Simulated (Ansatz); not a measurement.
System: AlFNZn (charge −1).

```xyz
4

Al    0.8100   -0.5737   -0.2011
F     1.3086   -0.5043   -1.8424
N    -0.2524   -0.4131    1.1262
Zn   -2.0248    0.1720    1.0534
```

Geometry: PBE0-D3(BJ)/def2-SVPD.

Theory: isolated molecule in a Gaussian basis; Kohn-Sham density functional theory, functional PBE0 (Ansatz).

**What can the converged electron density and electron localisation function tell about the bonding?**

Al–N (1.71 Å): the density is about 0.88 e/Å³ at the midpoint; the ELF peaks at about 0.80 in the valence shell of N, 0.6 Å from its nucleus, and is about 0.45 at the midpoint.
Al–F (1.72 Å): ρ at the midpoint is about 0.76 e/Å³; the ELF peaks at about 0.85 in the valence shell of F, 0.6 Å from its nucleus, and is about 0.25 at the midpoint.
Zn–N (1.87 Å): the density is about 0.75 e/Å³ at the midpoint; the ELF peaks at about 0.80 in the valence shell of N, 0.6 Å from its nucleus, and is about 0.20 at the midpoint.

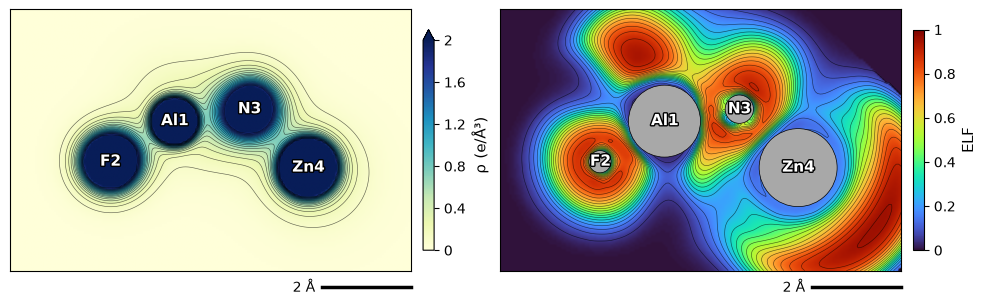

Computed electron density and electron localisation function on the molecular plane, in this order. Grey discs cover the atomic cores in the ELF map. 
